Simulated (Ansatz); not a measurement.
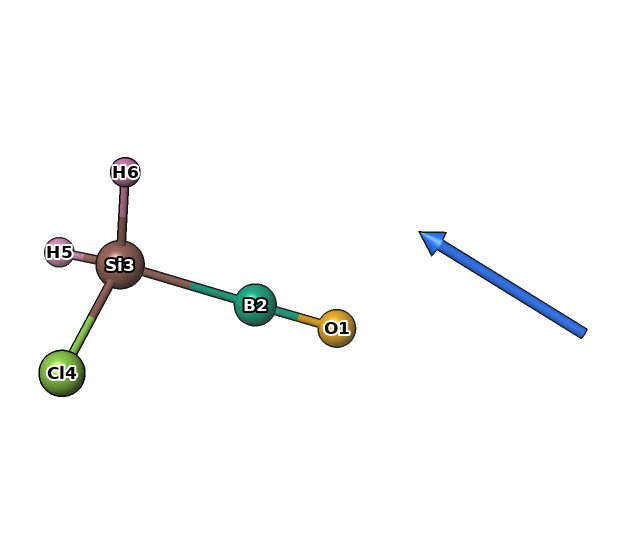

The arrow beside the molecule shows the direction of the dipole moment, from the negative to the positive end (its length means nothing). The computed structure is the end point of a PBE0-D4/def2-TZVP optimisation. No frequency run is at hand to confirm it as a minimum. Properties computed with RKS PBE0-D4/def2-TZVP (Ansatz 0.2.0).

Q: How large is the dipole moment?

A: 2.97 D; it points from the side of O1 to the side of H5, H6 (the outermost atoms at the two ends).
